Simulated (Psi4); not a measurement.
**triplet C3H4F2 at 3 levels**

Wanted: a comparison of 3 runs (U-wB97X/6-31G*, UCAM-B3LYP/6-31G*, UM06-2X/6-31G*) of triplet C3H4F2. 

Program for the calculation: Psi4 1.11.

## (1) The structure to begin with

C3H4F2: 9 atoms, total charge 0, spin state triplet. SMILES of the parent species: `F/C=C\CF`. Geometry: relaxed at PBE0-D4/def2-TZVP. This is one conformer, not always the lowest. That shape belongs to the parent species and isn't relaxed for this state.

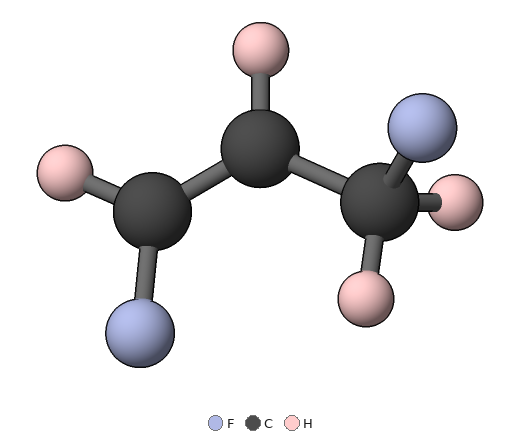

Viewed from a chosen angle; fluorine light blue, carbon dark grey, hydrogen pink.

## (2) Energy and forces at U-wB97X/6-31G(d) (spherical functions) (run 1)

Contents of input.dat:

```
memory 2200 mb

molecule system {
  0 3
  F
  C 1 R2
  C 2 R3 1 A3
  C 3 R4 2 A4 1 D4
  F 4 R5 3 A5 2 D5
  H 2 R6 3 A6 4 D6
  H 3 R7 2 A7 6 D7
  H 4 R8 5 A8 3 D8
  H 4 R9 8 A9 5 D9

  R2 = 1.336236
  R3 = 1.320348
  A3 = 122.6449
  R4 = 1.484622
  A4 = 124.87974
  D4 = -0.08389
  R5 = 1.387442
  A5 = 109.85592
  D5 = -124.72774
  R6 = 1.083636
  A6 = 125.19573
  D6 = -179.58305
  R7 = 1.083967
  A7 = 117.17873
  D7 = 0.30447
  R8 = 1.094892
  A8 = 106.9992
  D8 = 120.60351
  R9 = 1.091431
  A9 = 109.11501
  D9 = -116.85365
  symmetry c1
  no_reorient
  no_com
}

set globals {
  reference            uks
  puream               true
  e_convergence        1e-09
  d_convergence        1e-08
  scf_type             pk
  dft_radial_points    99
  dft_spherical_points 590
  maxiter              100
}

result, w = gradient('wb97x/6-31G*', return_wfn=True)
oeprop(w, 'DIPOLE', 'LOWDIN_CHARGES', 'QUADRUPOLE', title='WB97X')
```

On the command line:

```sh
$ psi4 -n 1 input.dat output.dat
```

output.dat:

```text
[...]
  Running in c1 symmetry.
[...]
  Nuclear repulsion =  168.442565641322005
[...]
  Multiplicity = 3
[...]
  Nalpha       = 21
  Nbeta        = 19
[...]
    Number of basis functions: 78
[...]
   @UKS iter   1:  -316.01335558467457   -4.53320e-01   5.07439e-03 ADIIS/DIIS
[...]
   @UKS iter  16:  -316.11465798087761   -1.70530e-12   6.30774e-09 DIIS
[...]
   @S^2 Observed:                2.007611106E+00
[...]
  @UKS Final Energy:  -316.11465798087761
   => Energetics <=
    Nuclear Repulsion Energy =            168.4425656413220054
    One-Electron Energy =                -769.1878066172816943
    Two-Electron Energy =                 312.1226946572946872
    DFT Exchange-Correlation Energy =     -27.4921116622126398
    Empirical Dispersion Energy =           0.0000000000000000
    VV10 Nonlocal Energy =                  0.0000000000000000
    Total Energy =                       -316.1146579808776096
[...]
  -Total Gradient:
     Atom            X                  Y                   Z
    ------   -----------------  -----------------  -----------------
       1        0.000127880545     0.011791663545     0.008805998861
       2       -0.000166808083    -0.196294424296     0.093935181523
       3       -0.001808055995     0.182486450143    -0.097864784545
       4       -0.001612501947    -0.012111973249    -0.004342410865
       5        0.006957472700     0.007895577312    -0.003223403105
       6        0.000306070351     0.000456927330     0.001084507388
       7        0.000187568087     0.002852760633    -0.001064110000
       8       -0.002629117406     0.003841064943     0.000178250995
       9       -0.001329616292    -0.000928281727     0.002471203282
[...]
 Multipole Moments:
 ------------------------------------------------------------------------------------
     Multipole            Electronic (a.u.)      Nuclear  (a.u.)        Total (a.u.)
 ------------------------------------------------------------------------------------
 L = 1.  Multiply by 2.5417464519 to convert [e a0] to [Debye]
 Dipole X            :         -1.7320913            2.2604607            0.5283694
 Dipole Y            :         -0.0939258            0.4833088            0.3893830
 Dipole Z            :         -1.9832086            2.2445068            0.2612982
 Magnitude           :                                                    0.7064489
 L = 2.  Multiply by 1.3450342976 to convert [e a0^2] to [Debye ang]
 Quadrupole XX       :        -54.6185966           33.1978382          -21.4207584
 Quadrupole XY       :        -59.2485120           57.5201435           -1.7283685
[...]
```

Wall time 34 s (1 thread of AMD EPYC 9R45 (Zen 5), shared host); peak memory 1.3 GiB.

## (3) Energy and gradient at UCAM-B3LYP/6-31G(d) (spherical functions) (run 2)

Contents of c3h4f2.json:

```json
{
  "schema_name": "qcschema_input",
  "schema_version": 1,
  "molecule": {
    "schema_name": "qcschema_molecule",
    "schema_version": 2,
    "symbols": ["F", "C", "C", "C", "F", "H", "H", "H", "H"],
    "geometry": [-3.34727188, 1.31562733, -1.4441287, -1.43014473, -0.15835905, -2.17091737, 0.51003708, -0.67160866, -0.68842723, 0.83053463, 0.29328549, 1.92638681, 3.1305203, 1.53332378, 2.14238251, -1.67977755, -0.86681737, -4.07595028, 1.96985051, -1.89218277, -1.44677432, 0.84999881, -1.25988041, 3.29322572, -0.66631743, 1.61911734, 2.43188855],
    "molecular_charge": 0,
    "molecular_multiplicity": 3,
    "fix_symmetry": "c1"
  },
  "driver": "gradient",
  "model": {
    "method": "cam-b3lyp",
    "basis": "6-31G*"
  },
  "keywords": {
    "reference": "uks",
    "puream": true,
    "e_convergence": 1e-09,
    "d_convergence": 1e-08,
    "scf_type": "pk",
    "dft_radial_points": 99,
    "dft_spherical_points": 590,
    "maxiter": 100,
    "scf_properties": ["DIPOLE", "WIBERG_LOWDIN_INDICES", "MULLIKEN_CHARGES"]
  }
}
```

On the command line:

```sh
$ psi4 --qcschema c3h4f2.json -n 1 --memory 2200MB
```

stdout:

```text
[...]
  Running in c1 symmetry.
[...]
  Nuclear repulsion =  168.442552202306160
[...]
  Multiplicity = 3
[...]
  Nalpha       = 21
  Nbeta        = 19
[...]
    Number of basis functions: 78
[...]
   @UKS iter   1:  -315.95324772424914   -3.45393e-01   5.81433e-03 ADIIS/DIIS
[...]
   @UKS iter  15:  -316.07525110310684   -1.59162e-12   7.62529e-09 DIIS
[...]
   @S^2 Observed:                2.006655160E+00
[...]
  @UKS Final Energy:  -316.07525110310684
   => Energetics <=
    Nuclear Repulsion Energy =            168.4425522023061603
    One-Electron Energy =                -769.2773987044406567
    Two-Electron Energy =                 313.1931315554317621
    DFT Exchange-Correlation Energy =     -28.4335361564040987
    Empirical Dispersion Energy =           0.0000000000000000
    VV10 Nonlocal Energy =                  0.0000000000000000
    Total Energy =                       -316.0752511031068366
[...]
 Multipole Moments:
 ------------------------------------------------------------------------------------
     Multipole            Electronic (a.u.)      Nuclear  (a.u.)        Total (a.u.)
 ------------------------------------------------------------------------------------
 L = 1.  Multiply by 2.5417464519 to convert [e a0] to [Debye]
 Dipole X            :         -0.6301359            0.4028085           -0.2273274
 Dipole Y            :          2.5647307           -3.1846751           -0.6199444
 Dipole Z            :          0.0401353           -0.2769026           -0.2367673
 Magnitude           :                                                    0.7014753
[...]
  -Total Gradient:
     Atom            X                  Y                   Z
    ------   -----------------  -----------------  -----------------
       1       -0.000424471178    -0.005462771628    -0.012386367311
       2        0.156128191831    -0.029304933399     0.145551530178
       3       -0.150897690922     0.033952593679    -0.132962481265
       4        0.002043627765     0.004928870437     0.011726771602
       5       -0.007927356451    -0.003858529337    -0.003533231258
       6        0.000459156674    -0.001208286531    -0.001352888108
       7       -0.001597580727    -0.000354983360    -0.002518108105
       8       -0.000297283336     0.001009914472    -0.004268828448
       9        0.002498166129     0.000297457019    -0.000248495448
[...]
```

Wall time 34 s (1 thread of AMD EPYC 9R45 (Zen 5), shared host); peak memory 1.3 GiB.

## (4) A single-point energy at UM06-2X/6-31G(d) (spherical functions) (run 3)

Contents of run.py:

```python
import psi4

psi4.set_memory(2200000000)
psi4.set_num_threads(1)
psi4.set_output_file('c3h4f2.out', False)

mol = psi4.geometry("""
0 3
F     -1.771300     0.696200    -0.764200
C     -0.756800    -0.083800    -1.148800
C      0.269900    -0.355400    -0.364300
C      0.439500     0.155200     1.019400
F      1.656600     0.811400     1.133700
H     -0.888900    -0.458700    -2.156900
H      1.042400    -1.001300    -0.765600
H      0.449800    -0.666700     1.742700
H     -0.352600     0.856800     1.286900
units angstrom
symmetry c1
""")

options = {'basis': '6-31G*', 'reference': 'uks', 'puream': True, 'e_convergence': 1e-09, 'd_convergence': 1e-08, 'scf_type': 'pk', 'dft_radial_points': 99, 'dft_spherical_points': 590, 'maxiter': 100}
psi4.set_options(options)

energy_value, wavefunction = psi4.energy("M06-2X", return_wfn=True)
psi4.oeprop(wavefunction, "QUADRUPOLE", "MAYER_INDICES", "DIPOLE", title="M06-2X")
print(f'M06-2X energy: {energy_value:.10f} Eh')
```

On the command line:

```sh
$ python run.py
```

c3h4f2.out:

```text
[...]
  Running in c1 symmetry.
[...]
  Nuclear repulsion =  168.442552110584870
[...]
  Multiplicity = 3
[...]
  Nalpha       = 21
  Nbeta        = 19
[...]
    Number of basis functions: 78
[...]
   @UKS iter   1:  -315.94902069924751   -2.93828e-01   5.31401e-03 ADIIS/DIIS
[...]
   @UKS iter  15:  -316.05784559943686   -1.93268e-12   6.59724e-09 DIIS
[...]
   @S^2 Observed:                2.008308864E+00
[...]
    Orbital Energies [Eh]
    ---------------------
    Alpha Occupied:
       1A    -25.270672     2A    -25.215274     3A    -10.618642
       4A    -10.611435     5A    -10.563193     6A     -1.375167
       7A     -1.316274     8A     -0.933497     9A     -0.799040
      10A     -0.691590    11A     -0.630043    12A     -0.597272
      13A     -0.587706    14A     -0.566038    15A     -0.552017
      16A     -0.507517    17A     -0.473819    18A     -0.421631
      19A     -0.415466    20A     -0.386095    21A     -0.152419
    Alpha Virtual:
      22A      0.140493    23A      0.158970    24A      0.198444
      25A      0.209070    26A      0.214812    27A      0.229917
[...]
  @UKS Final Energy:  -316.05784559943686
   => Energetics <=
    Nuclear Repulsion Energy =            168.4425521105848702
    One-Electron Energy =                -769.0731917770941664
    Two-Electron Energy =                 303.1410872681838669
    DFT Exchange-Correlation Energy =     -18.5682932011114232
    Empirical Dispersion Energy =           0.0000000000000000
    VV10 Nonlocal Energy =                  0.0000000000000000
    Total Energy =                       -316.0578455994368596
[...]
 Multipole Moments:
 ------------------------------------------------------------------------------------
     Multipole            Electronic (a.u.)      Nuclear  (a.u.)        Total (a.u.)
 ------------------------------------------------------------------------------------
 L = 1.  Multiply by 2.5417464519 to convert [e a0] to [Debye]
 Dipole X            :         -0.6141967            0.4028085           -0.2113882
 Dipole Y            :          2.5319287           -3.1846751           -0.6527464
 Dipole Z            :          0.0206331           -0.2769026           -0.2562695
 Magnitude           :                                                    0.7324185
 L = 2.  Multiply by 1.3450342976 to convert [e a0^2] to [Debye ang]
 Quadrupole XX       :       -238.9853953          214.7819621          -24.2034332
 Quadrupole XY       :         -1.8382285            0.8873349           -0.9508936
[...]
```

Standard output:

```text
M06-2X energy: -316.0578455994 Eh
```

It took 64 s on 1 thread of AMD EPYC 9R45 (Zen 5), shared host; peak memory 1.5 GiB.

## (5) All runs side by side

```
run                                    level      task  energy (Eh)  dipole moment (D)  HOMO energy (eV)  LUMO energy (eV)  wall time
  1     U-wB97X/6-31G* (spherical functions)  gradient  -316.114658               1.80             -5.35             -1.79       34 s
  2  UCAM-B3LYP/6-31G* (spherical functions)  gradient  -316.075251               1.78             -4.39             -2.78       34 s
  3     UM06-2X/6-31G* (spherical functions)    energy  -316.057846               1.86             -4.15             -2.86       64 s
```

## (6) Outcome

```
                                 quantity          value
                      run 3: total energy  -316.05785 Eh
                     run 3: dipole moment         1.86 D
run 3: HOMO energy (highest over α and β)       -4.15 eV
 run 3: LUMO energy (lowest over α and β)       -2.86 eV
                              run 3: ⟨S²⟩          2.008
```

In words: The dipole moment (its size) runs from 1.78 D (UCAM-B3LYP/6-31G*) to 1.86 D (UM06-2X/6-31G*). Totals of different functionals can't be ranked against each other. All runs together took 2.2 min, the longest 64 s.
